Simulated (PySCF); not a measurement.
C$_{3}$H$_{7}$GeNSi

```xyz
13

C     2.7338   -0.1434   -0.6661
N     2.5865    0.9137   -0.0152
Ge    1.0794    1.6053    0.7559
C    -0.4811    0.5367    0.5133
C    -1.4094   -0.2137    0.3035
Si   -2.8602   -1.3266    0.0106
H     1.9394   -0.8645   -0.8885
H     3.7193   -0.3936   -1.0554
H     1.4158    1.7413    2.2075
H     0.9116    2.9524    0.1273
H    -3.4412   -1.6695    1.3100
H    -3.8234   -0.6087   -0.8267
H    -2.3750   -2.5291   -0.6725
```

Geometry: GFN2-xTB.

Level of theory: B3LYP/def2-SVPD, SCF density, gas phase in PySCF 2.14.0.

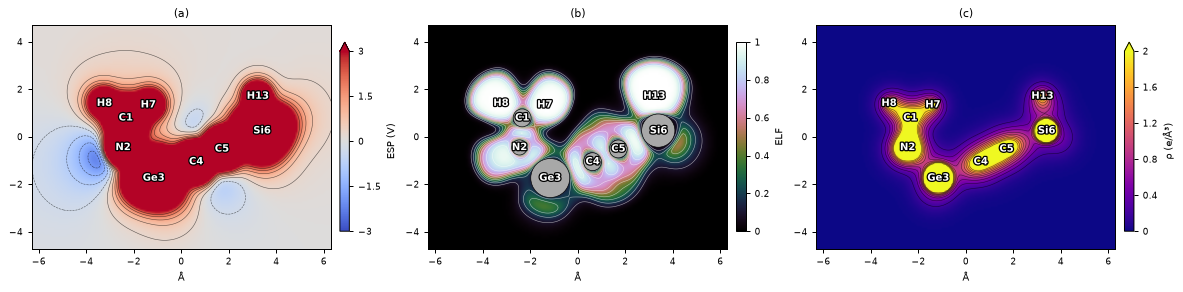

Figure 1. (a) electrostatic potential; (b) ELF; (c) electron density on the plane of atoms N2, C1 and H7. Grey discs cover the atomic cores in the ELF map.

Q: Interpret the plot.

A: The plane passes through C, N, Ge, Si and H nuclei. C–C (1.21 Å): the density is about 2.8 e/Å³ at the midpoint; the ELF peaks at about 0.85 between the atoms (a multiple bond). C–N (1.25 Å): ρ at the midpoint is about 2.9 e/Å³; the ELF peaks at about 0.90 between the atoms (a multiple bond). Ge–N (1.83 Å): ρ at the midpoint is about 0.98 e/Å³; the ELF peaks at about 0.90 in the valence shell of N, 0.6 Å from its nucleus, and is about 0.50 at the midpoint. C–Si (1.85 Å): ρ is about 0.93 e/Å³ halfway; the ELF peaks at about 0.95 between the atoms; a shared electron pair. C–Ge (1.91 Å): ρ is about 0.9 e/Å³ halfway; the ELF peaks at about 0.95 in the valence shell of C, 0.7 Å from its nucleus, and is about 0.65 at the midpoint. The ELF also peaks beside N2, away from the bonds: lone-pair regions. Outside the dense part of the molecule the potential is most negative (−2.2 V) near N2.

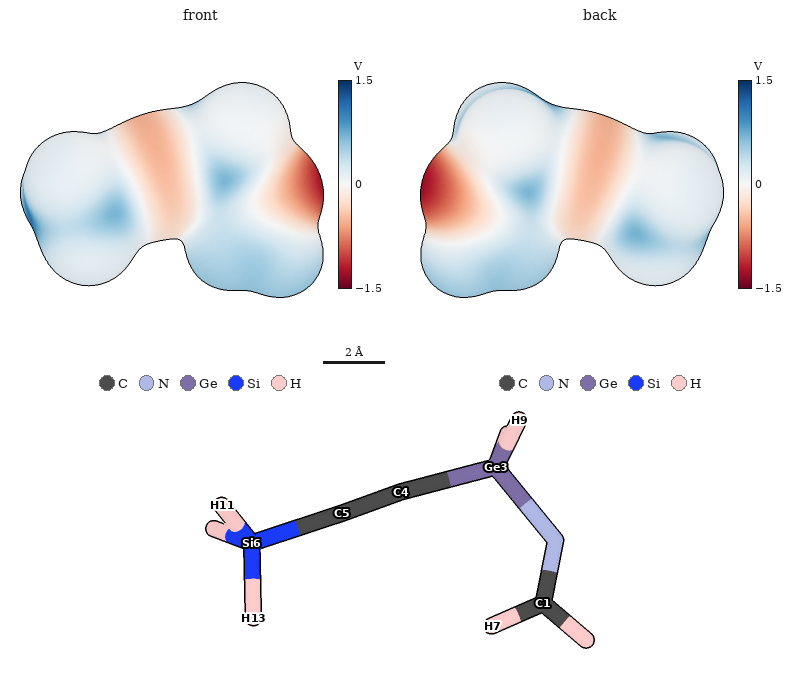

Figure 2. The molecular electrostatic potential painted on the density surface at 0.001 e/bohr³, seen from the front and from behind; red is negative and blue positive. The bare structure is drawn below in the same view.

Q: Where is the surface potential most negative and most positive?

A: The most negative region (about −1.3 V, or −30 kcal/mol for a unit charge) lies over N2, the most positive (about +1.0 V, or +23 kcal/mol for a unit charge) over Si6. N2 is the likeliest acceptor of a hydrogen bond.

Q: How polar is the molecule by this calculation?

A: Its dipole moment is 1.45 D.
